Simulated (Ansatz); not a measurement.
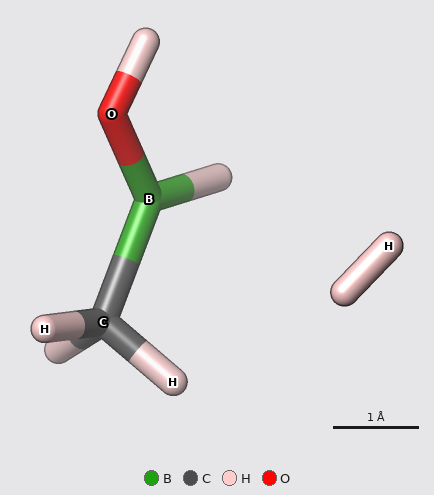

The starting structure (stick view, seen at a tilt). Bond lengths as drawn: B–C 1.56 Å, B–H 1.22 Å, B–O 1.35 Å, C–H 1.10 Å, H–H 0.76 Å and H–O 0.96 Å.

Nudged elastic band, with input and output: CH₇BO

The run: nudged elastic band of CH₇BO. Method and program: RKS PBE0/def2-SVP (Ansatz 0.2.0).

It belongs to a series of runs on one base structure; here: band between the two ends.

### Log
```
Engine: ansatz 0.2.0, aarch64-unknown-linux-gnu
Functional definition: PBE0
  parameter a = 0.25
  parameter kappa = 0.804
  parameter beta = 0.06672455060314922
  exchange = (1 - a)*pbe_x(kappa = kappa, mu = beta*pi^2/3) + a*exact_x
  correlation = pbe_c(beta = beta)
847 factors; integrals over basis functions are off by at most 3.8e-4 eV
mean field evaluation 1: about -3861.5769 eV, gradient 5.3e1 eV
mean field evaluation 2: about -3858.0663 eV, gradient 6.8e1 eV
mean field evaluation 4: about -3867.5495 eV, gradient 2.1e0 eV
mean field evaluation 8: about -3867.5570 eV, gradient 6.3e-2 eV
mean field -3867.55697328 eV, -142.1300972438 hartree, gradient 3.5e-5 eV, S^2 0.000000; 0 other end points of the search recorded, 0 dependent functions left out
the calculation of the forces begins
reference -3867.55699892 eV, -142.1300981862 hartree; 13, 13 occupied and 64, 64 virtual orbitals, 847 factors
841 factors; integrals over basis functions are off by at most 1.2e-3 eV
mean field evaluation 16: about -3857.8694 eV, gradient 7.0e1 eV
mean field -3867.74597432 eV, -142.1370429037 hartree, gradient 1.5e-5 eV, S^2 0.000000; 0 other end points of the search recorded, 0 dependent functions left out
[... from here on the field's lines of each further geometry are left out, up to the last ...]
NEB iter   1: max|band force component| = 3.325e1 eV/Å  barrier→ = 11.1139 eV  barrier← = 11.3029 eV  Δτ_max = 0.2000 Å  (205 SCF iters)
NEB iter   2: max|band force component| = 4.479e0 eV/Å  barrier→ = 2.6715 eV  barrier← = 2.8605 eV  Δτ_max = 0.2000 Å  (195 SCF iters)
NEB iter   3: max|band force component| = 2.258e0 eV/Å  barrier→ = 2.1894 eV  barrier← = 2.3784 eV  Δτ_max = 0.2000 Å  (187 SCF iters)
NEB iter   4: max|band force component| = 4.031e0 eV/Å  barrier→ = 1.9774 eV  barrier← = 2.1664 eV  Δτ_max = 0.1000 Å  (185 SCF iters)
NEB iter   5: max|band force component| = 2.801e0 eV/Å  barrier→ = 1.3374 eV  barrier← = 1.5264 eV  Δτ_max = 0.1973 Å  (176 SCF iters)
NEB iter   6: max|band force component| = 1.523e0 eV/Å  barrier→ = 1.2311 eV  barrier← = 1.4201 eV  Δτ_max = 0.1948 Å  (174 SCF iters)
NEB iter   7: max|band force component| = 8.661e-1 eV/Å  barrier→ = 1.0531 eV  barrier← = 1.2421 eV  Δτ_max = 0.1970 Å  (170 SCF iters)
NEB iter   8: max|band force component| = 8.108e-1 eV/Å  barrier→ = 0.7941 eV  barrier← = 0.9831 eV  CI = image 3  Δτ_max = 0.1981 Å  (168 SCF iters)
NEB iter   9: max|band force component| = 9.175e-1 eV/Å  barrier→ = 0.8115 eV  barrier← = 1.0005 eV  CI = image 4  Δτ_max = 0.1983 Å  (167 SCF iters)
NEB iter  10: max|band force component| = 1.239e0 eV/Å  barrier→ = 1.2905 eV  barrier← = 1.4795 eV  CI = image 4  Δτ_max = 0.1002 Å  (167 SCF iters)
NEB iter  11: max|band force component| = 1.204e0 eV/Å  barrier→ = 1.4442 eV  barrier← = 1.6332 eV  CI = image 4  Δτ_max = 0.0999 Å  (167 SCF iters)
NEB iter  12: max|band force component| = 9.147e-1 eV/Å  barrier→ = 1.5797 eV  barrier← = 1.7687 eV  CI = image 4  Δτ_max = 0.1988 Å  (163 SCF iters)
NEB iter  13: max|band force component| = 9.411e-1 eV/Å  barrier→ = 1.6160 eV  barrier← = 1.8050 eV  CI = image 4  Δτ_max = 0.1472 Å  (162 SCF iters)
NEB iter  14: max|band force component| = 8.609e-1 eV/Å  barrier→ = 1.6068 eV  barrier← = 1.7958 eV  CI = image 4  Δτ_max = 0.0873 Å  (166 SCF iters)
NEB iter  15: max|band force component| = 3.579e-1 eV/Å  barrier→ = 1.5962 eV  barrier← = 1.7852 eV  CI = image 4  Δτ_max = 0.0232 Å  (162 SCF iters)
NEB iter  16: max|band force component| = 1.533e-1 eV/Å  barrier→ = 1.5878 eV  barrier← = 1.7768 eV  CI = image 4  Δτ_max = 0.0444 Å  (161 SCF iters)
NEB iter  17: max|band force component| = 5.668e-2 eV/Å  barrier→ = 1.5818 eV  barrier← = 1.7708 eV  CI = image 4  Δτ_max = 0.1395 Å  (157 SCF iters)
NEB iter  18: max|band force component| = 6.376e-1 eV/Å  barrier→ = 1.5766 eV  barrier← = 1.7656 eV  CI = image 4  Δτ_max = 0.0704 Å  (161 SCF iters)
NEB iter  19: max|band force component| = 8.531e-1 eV/Å  barrier→ = 1.5707 eV  barrier← = 1.7597 eV  CI = image 4  Δτ_max = 0.0355 Å  (165 SCF iters)
NEB iter  20: max|band force component| = 4.166e-1 eV/Å  barrier→ = 1.5675 eV  barrier← = 1.7565 eV  CI = image 4  Δτ_max = 0.0588 Å  (162 SCF iters)
NEB iter  21: max|band force component| = 1.157e-1 eV/Å  barrier→ = 1.5653 eV  barrier← = 1.7543 eV  CI = image 4  Δτ_max = 0.0218 Å  (156 SCF iters)
NEB iter  22: max|band force component| = 7.253e-2 eV/Å  barrier→ = 1.5648 eV  barrier← = 1.7538 eV  CI = image 4  Δτ_max = 0.0317 Å  (151 SCF iters)
the calculation of the forces begins
reference -3867.73885919 eV, -142.1367814276 hartree; 13, 13 occupied and 64, 64 virtual orbitals, 841 factors
847 factors; integrals over basis functions are off by at most 1.0e-3 eV
mean field -3865.99238627 eV, -142.0725997318 hartree, gradient 2.7e-5 eV, S^2 0.000000; 1 other end points of the search recorded, 0 dependent functions left out
the calculation of the forces begins
reference -3865.99240974 eV, -142.0726005943 hartree; 13, 13 occupied and 64, 64 virtual orbitals, 847 factors
NEB iter  23: max|band force component| = 3.689e-2 eV/Å  barrier→ = 1.5646 eV  barrier← = 1.7536 eV  CI = image 4  Δτ_max = 0.0000 Å  (320 SCF iters)
```

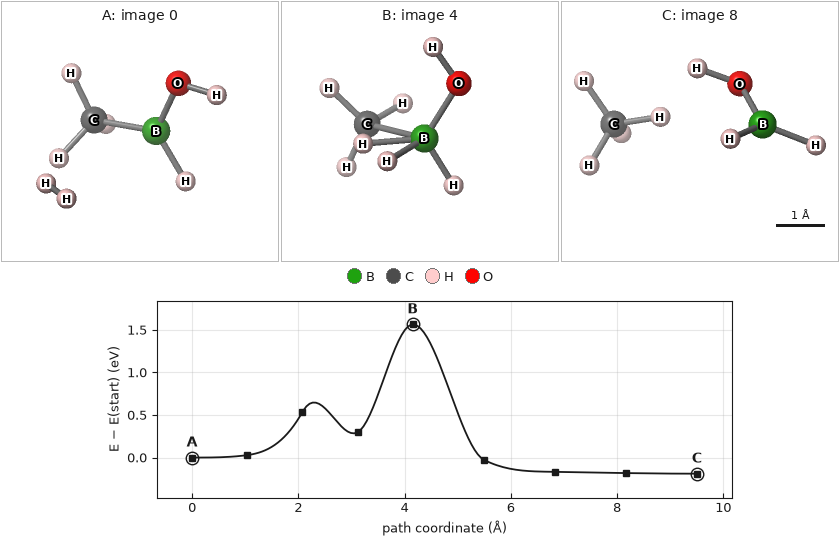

Images of the last band (counted from 0; ball-and-stick, seen at a tilt) above the energy along the path; the line is a cubic interpolation that uses the forces. The highest image is number 4, 1.565 eV above the start and 1.754 eV above the end (the climbing image); the end lies 0.189 eV below the start. The path is 9.50 Å long. The band converged in 23 iterations.

```
Total energy: -3865.99240974 eV, -142.0726005943 hartree
Atom 0 at    -0.103427    -0.385231     0.100740 Å, force     0.001405     0.000415    -0.001424 eV/Å
Atom 1 at     0.021529    -0.085763     1.858543 Å, force    -0.003589     0.001634    -0.003714 eV/Å
Atom 2 at    -0.922724    -0.116605     2.419762 Å, force     0.000329     0.001304     0.000417 eV/Å
Atom 3 at     0.814242    -0.586705     2.438954 Å, force    -0.000431    -0.000793     0.001296 eV/Å
Atom 4 at     0.324153     0.962481     1.728669 Å, force     0.001527    -0.000500     0.000394 eV/Å
Atom 5 at     1.063762    -0.050746    -0.595882 Å, force    -0.001267     0.000824     0.007243 eV/Å
Atom 6 at     1.866463    -0.447115    -0.250878 Å, force    -0.002005    -0.001989    -0.004785 eV/Å
Atom 7 at    -1.143178     0.126773    -0.232808 Å, force    -0.001226    -0.000271    -0.001360 eV/Å
Atom 8 at    -0.398156    -1.685003     0.070743 Å, force     0.001951     0.003120    -0.000479 eV/Å
Atom 9 at    -0.161464    -1.255986     1.045156 Å, force     0.003306    -0.003743     0.002412 eV/Å
Dipole moment:     0.181583    -0.266449     0.529638 e Å
this run last wrote the band of iteration 23 to [file]
```

### The last band as extended XYZ (Å, eV, eV/Å)
```
10
Properties=species:S:1:pos:R:3:forces:R:3 image=0 energy=-3867.55697
B     0.2678    0.2847    0.3043    0.0094   0.0223  -0.0032
C     0.1629    0.4602    1.8552    0.0167  -0.0030  -0.0157
H    -0.6781   -0.1298    2.2548   -0.0227  -0.0157   0.0091
H     1.0830    0.1828    2.3894    0.0115  -0.0043   0.0029
H    -0.0779    1.5109    2.0909   -0.0084   0.0233   0.0050
O     1.4423   -0.1019   -0.2471   -0.0099  -0.0224  -0.0021
H     1.3972   -0.1790   -1.2051    0.0039   0.0132   0.0024
H    -0.6829    0.5052   -0.4271   -0.0002  -0.0144   0.0020
H    -0.8541   -3.1873    0.4469   -0.0006   0.0065   0.0129
H    -0.6991   -2.8696    1.1209    0.0003  -0.0053  -0.0133
10
Properties=species:S:1:pos:R:3:forces:R:3 image=1 energy=-3867.52775
B     0.1739    0.1001    0.3209    0.0186   0.0139   0.0032
C     0.0878    0.3433    1.8656    0.0058   0.0102   0.0018
H    -0.8679    0.0193    2.3039    0.0009  -0.0033  -0.0119
H     0.9228   -0.1234    2.4099    0.0048   0.0193   0.0128
H     0.1560    1.4331    2.0382   -0.0142   0.0125   0.0104
O     1.3884   -0.1455   -0.2271    0.0106  -0.0048  -0.0047
H     1.3579   -0.2542   -1.1820   -0.0183   0.0158  -0.0173
H    -0.8023    0.1713   -0.4062    0.0220   0.0238  -0.0035
H    -0.6435   -2.6140    0.3768   -0.0187  -0.0412   0.0051
H    -0.4120   -2.4538    1.0829   -0.0116  -0.0461   0.0042
10
Properties=species:S:1:pos:R:3:forces:R:3 image=2 energy=-3867.02046
B    -0.0176   -0.0495    0.3009    0.1801   0.1110   0.1129
C     0.0181    0.2164    1.8510   -0.0934   0.1244   0.1105
H    -0.8975    0.0422    2.4273   -0.1167   0.0728   0.0190
H     0.8496   -0.3739    2.2720   -0.1021   0.1001   0.1090
H     0.3186    1.2722    1.9523   -0.0866   0.1019   0.1750
O     1.2541   -0.0827   -0.1627    0.4469   0.1177   0.5910
H     1.6045   -0.4237   -0.9698   -0.4049  -0.0731  -1.0334
H    -1.0339   -0.0624   -0.3777    0.3016   0.0222  -0.1281
H    -0.4377   -2.1333    0.2849   -0.0747  -0.2486   0.0177
H    -0.2970   -1.9292    1.0048   -0.0502  -0.3283   0.0264
10
Properties=species:S:1:pos:R:3:forces:R:3 image=3 energy=-3867.25922
B    -0.0370   -0.0306    0.2280    0.0530   0.2246   0.0782
C     0.1145    0.1226    1.7962    0.0379   0.1250  -0.0249
H    -0.8222   -0.0754    2.3412    0.0332   0.0229  -0.0465
H     0.9207   -0.4623    2.2718    0.0332   0.0526  -0.0944
H     0.3522    1.1880    1.9509    0.0146   0.1273   0.1611
O     1.0151   -0.1465   -0.6245    0.0212  -0.0401   0.0547
H     1.8525   -0.2955   -0.1708   -0.0217   0.0839  -0.0209
H    -1.1142    0.1556   -0.2986    0.0472   0.0241  -0.0583
H    -0.5347   -2.0872    0.1828   -0.0774  -0.2311   0.0474
H    -0.3856   -1.8926    0.9060   -0.1412  -0.3893  -0.0965
10
Properties=species:S:1:pos:R:3:forces:R:3 image=4 energy=-3865.99239
B    -0.1034   -0.3852    0.1007    0.0014   0.0004  -0.0014
C     0.0215   -0.0858    1.8585   -0.0036   0.0016  -0.0037
H    -0.9227   -0.1166    2.4198    0.0003   0.0013   0.0004
H     0.8142   -0.5867    2.4390   -0.0004  -0.0008   0.0013
H     0.3242    0.9625    1.7287    0.0015  -0.0005   0.0004
O     1.0638   -0.0507   -0.5959   -0.0013   0.0008   0.0072
H     1.8665   -0.4471   -0.2509   -0.0020  -0.0020  -0.0048
H    -1.1432    0.1268   -0.2328   -0.0012  -0.0003  -0.0014
H    -0.3982   -1.6850    0.0707    0.0020   0.0031  -0.0005
H    -0.1615   -1.2560    1.0452    0.0033  -0.0037   0.0024
10
Properties=species:S:1:pos:R:3:forces:R:3 image=5 energy=-3867.58234
B    -0.1262   -0.5474   -0.4980    0.0094  -0.0288  -0.1216
C    -0.0125   -0.1655    2.2563   -0.0159  -0.0189   0.1096
H    -0.9094   -0.0133    2.8676    0.0024   0.0235   0.1233
H     0.8283   -0.5066    2.8728    0.0027   0.0201   0.1215
H     0.2576    0.7716    1.7538   -0.0227  -0.0592   0.0063
O     1.0692    0.0445   -0.7027    0.0031   0.0147  -0.0539
H     1.8144   -0.5594   -0.6253   -0.0142  -0.0237  -0.0905
H    -1.1055    0.1593   -0.5241    0.0114   0.0107  -0.0965
H    -0.2236   -1.7482   -0.3415    0.0448  -0.0196  -0.1279
H    -0.2312   -0.9589    1.5241   -0.0212   0.0811   0.1298
10
Properties=species:S:1:pos:R:3:forces:R:3 image=6 energy=-3867.72451
B    -0.0919   -0.6297   -0.9023   -0.0059   0.0021  -0.0094
C    -0.0443   -0.1439    2.5889   -0.0068  -0.0050   0.0055
H    -0.6703    0.2437    3.4033   -0.0001   0.0064   0.0017
H     0.8437   -0.6324    3.0122    0.0008  -0.0002  -0.0001
H     0.2648    0.6829    1.9362    0.0060  -0.0031   0.0038
O     1.0341    0.1077   -0.9082   -0.0083   0.0032  -0.0043
H     1.8294   -0.4082   -0.7398    0.0000  -0.0070  -0.0021
H    -1.1278   -0.0392   -1.0998    0.0044  -0.0021  -0.0051
H    -0.0558   -1.8289   -0.7141    0.0118   0.0061   0.0004
H    -0.6207   -0.8760    2.0067   -0.0020  -0.0004   0.0096
10
Properties=species:S:1:pos:R:3:forces:R:3 image=7 energy=-3867.73883
B    -0.1572   -0.6112   -1.2490   -0.0005   0.0003  -0.0043
C     0.0648   -0.1824    2.7848    0.0005  -0.0003   0.0013
H    -0.5352    0.4644    3.4382    0.0009   0.0024   0.0002
H     1.0027   -0.4437    3.2931    0.0008   0.0004   0.0017
H     0.2837    0.3493    1.8495    0.0001  -0.0025  -0.0007
O     0.8658    0.1745   -0.8624   -0.0013  -0.0025   0.0009
H     1.5509   -0.3034   -0.3830   -0.0008   0.0024   0.0030
H    -1.0532   -0.0751   -1.8569   -0.0001   0.0006  -0.0044
H    -0.1624   -1.7978   -0.9935    0.0000   0.0005  -0.0021
H    -0.4988   -1.0985    2.5622    0.0004  -0.0014   0.0044
10
Properties=species:S:1:pos:R:3:forces:R:3 image=8 energy=-3867.74597
B    -0.1253   -0.6377   -1.5811    0.0194   0.0075   0.0082
C     0.1119   -0.1199    2.9953    0.0010   0.0024  -0.0018
H    -0.3470    0.6562    3.6221    0.0014  -0.0019  -0.0005
H     1.1630   -0.2471    3.2888   -0.0032   0.0006  -0.0010
H     0.0519    0.1847    1.9418    0.0008  -0.0008   0.0040
O     0.6052    0.0473   -0.6801   -0.0166  -0.0057  -0.0125
H     1.2226   -0.5042   -0.1879   -0.0001  -0.0052   0.0003
H    -0.9170   -0.0011   -2.2354   -0.0002  -0.0035   0.0035
H     0.0211   -1.8350   -1.7183   -0.0031   0.0054  -0.0008
H    -0.4251   -1.0673    3.1378    0.0006   0.0012   0.0005
```

This output came from the following input.

### Input file
```yaml
crystal:
  periodic: [false, false, false]
  atoms:
    - { symbol: B, position_ang: [0.267829, 0.284683, 0.304279] }
    - { symbol: C, position_ang: [0.162914, 0.460184, 1.855205] }
    - { symbol: H, position_ang: [-0.678068, -0.129842, 2.254814] }
    - { symbol: H, position_ang: [1.082956, 0.182795, 2.389389] }
    - { symbol: H, position_ang: [-0.077856, 1.510892, 2.090922] }
    - { symbol: O, position_ang: [1.442323, -0.101918, -0.247098] }
    - { symbol: H, position_ang: [1.397222, -0.178962, -1.205123] }
    - { symbol: H, position_ang: [-0.682864, 0.505229, -0.427101] }
    - { symbol: H, position_ang: [-0.854118, -3.187314, 0.446851] }
    - { symbol: H, position_ang: [-0.699137, -2.869645, 1.120863] }
basis:
  gaussian: { orbitals: def2-SVP }
hamiltonian:
  xc: pbe0
neb:
  order_check: false
  images: 7
  f_tol: 0.05
  max_iterations: 60
  final_atoms:
    - { symbol: B, position_ang: [-0.12531781, -0.63767537, -1.58106174] }
    - { symbol: C, position_ang: [0.11192564, -0.11985921, 2.99531325] }
    - { symbol: H, position_ang: [-0.34702339, 0.65619519, 3.6220655] }
    - { symbol: H, position_ang: [1.16297313, -0.24709161, 3.28875716] }
    - { symbol: H, position_ang: [0.05185967, 0.18470244, 1.94183234] }
    - { symbol: O, position_ang: [0.60518055, 0.04734783, -0.68008556] }
    - { symbol: H, position_ang: [1.22261946, -0.50415859, -0.18788779] }
    - { symbol: H, position_ang: [-0.91696541, -0.00110934, -2.23539042] }
    - { symbol: H, position_ang: [0.02107897, -1.83499119, -1.71831723] }
    - { symbol: H, position_ang: [-0.42512981, -1.06725815, 3.13777548] }
  initial_path:
    images:
      - { positions_ang: [[0.267829, 0.284683, 0.304279], [0.162914, 0.460184, 1.855205], [-0.678068, -0.129842, 2.254814], [1.082956, 0.182795, 2.389389], [-0.077856, 1.510892, 2.090922], [1.442323, -0.101918, -0.247098], [1.397222, -0.178962, -1.205123], [-0.682864, 0.505229, -0.427101], [-0.854118, -3.187314, 0.446851], [-0.699137, -2.869645, 1.120863]] }
      - { positions_ang: [[0.19740187, 0.20915191, 0.22704486], [0.11627166, 0.34636391, 1.87770123], [-0.76045683, -0.18532415, 2.26982876], [1.00674248, -0.02812379, 2.37388386], [-0.02014624, 1.39319358, 2.14437683], [1.38401208, -0.06688855, -0.36137821], [1.4376327, -0.35883937, -1.11550303], [-0.77214365, 0.35941344, -0.47136431], [-0.67402272, -2.74576382, 0.45530429], [-0.55409036, -2.44708116, 1.18310674]] }
      - { positions_ang: [[0.12697475, 0.13362082, 0.14981072], [0.06962932, 0.23254382, 1.90019745], [-0.84284565, -0.2408063, 2.28484353], [0.93052896, -0.23904257, 2.35837871], [0.03756352, 1.27549516, 2.19783165], [1.32570116, -0.03185909, -0.47565843], [1.4780434, -0.53871673, -1.02588307], [-0.8614233, 0.21359787, -0.51562763], [-0.49392744, -2.30421365, 0.46375758], [-0.40904372, -2.02451732, 1.24535047]] }
      - { positions_ang: [[0.05654762, 0.05808973, 0.07257658], [0.02298698, 0.11872373, 1.92269368], [-0.92523448, -0.29628845, 2.29985829], [0.85431545, -0.44996136, 2.34287357], [0.09527328, 1.15779673, 2.25128648], [1.26739023, 0.00317036, -0.58993864], [1.5184541, -0.7185941, -0.9362631], [-0.95070295, 0.06778231, -0.55989094], [-0.31383216, -1.86266347, 0.47221088], [-0.26399708, -1.60195349, 1.30759421]] }
      - { positions_ang: [[-0.0138795, -0.01744136, -0.00465756], [-0.02365536, 0.00490364, 1.94518991], [-1.0076233, -0.3517706, 2.31487306], [0.77810193, -0.66088015, 2.32736842], [0.15298304, 1.04009831, 2.3047413], [1.20907931, 0.03819982, -0.70421885], [1.55886481, -0.89847147, -0.84664314], [-1.0399826, -0.07803325, -0.60415425], [-0.13373688, -1.4211133, 0.48066417], [-0.11895044, -1.17938965, 1.36983795]] }
      - { positions_ang: [[-0.04173908, -0.17249986, -0.3987586], [0.01023989, -0.02628707, 2.20772074], [-0.84247333, -0.09977915, 2.64167117], [0.87431973, -0.55743301, 2.56771561], [0.1277022, 0.82624934, 2.21401406], [1.05810462, 0.04048682, -0.69818553], [1.47480347, -0.79989325, -0.6819543], [-1.0092283, -0.05880227, -1.0119633], [-0.09503291, -1.52458277, -0.06908118], [-0.19549528, -1.15135677, 1.81182233]] }
      - { positions_ang: [[-0.06959865, -0.32755836, -0.79285965], [0.04413514, -0.05747779, 2.47025158], [-0.67732335, 0.15221229, 2.96846928], [0.97053753, -0.45398588, 2.80806279], [0.10242136, 0.61240038, 2.12328682], [0.90712993, 0.04277382, -0.69215221], [1.39074213, -0.70131503, -0.51726546], [-0.97847401, -0.0395713, -1.41977234], [-0.05632895, -1.62805225, -0.61882653], [-0.27204012, -1.1233239, 2.25380672]] }
      - { positions_ang: [[-0.09745823, -0.48261686, -1.18696069], [0.07803039, -0.0886685, 2.73278242], [-0.51217337, 0.40420374, 3.29526739], [1.06675533, -0.35053875, 3.04840997], [0.07714051, 0.39855141, 2.03255958], [0.75615524, 0.04506083, -0.68611888], [1.3066808, -0.60273681, -0.35257663], [-0.94771971, -0.02034032, -1.82758138], [-0.01762499, -1.73152172, -1.16857188], [-0.34858497, -1.09529102, 2.6957911]] }
      - { positions_ang: [[-0.12531781, -0.63767537, -1.58106174], [0.11192564, -0.11985921, 2.99531325], [-0.34702339, 0.65619519, 3.6220655], [1.16297313, -0.24709161, 3.28875716], [0.05185967, 0.18470244, 1.94183234], [0.60518055, 0.04734783, -0.68008556], [1.22261946, -0.50415859, -0.18788779], [-0.91696541, -0.00110934, -2.23539042], [0.02107897, -1.83499119, -1.71831723], [-0.42512981, -1.06725815, 3.13777548]] }
```

Launch command:
```bash
ansatz run input.yaml --threads 1 --pin off --max-ram 2048MiB --backend cpu --events-out ev --progress --plain --runs-dir out
```

### Results in brief

| quantity | value |
| --- | --- |
| outcome | converged |
| barrier, forward | 1.565 eV |
| barrier, backward | 1.754 eV |
| hardware | 1 thread of Arm Neoverse V2, 24 GiB of memory available, shared host |
| wall time | 4.8 min |
| peak memory | 0.16 GiB |

### Notes

The order of the saddle point was not checked.
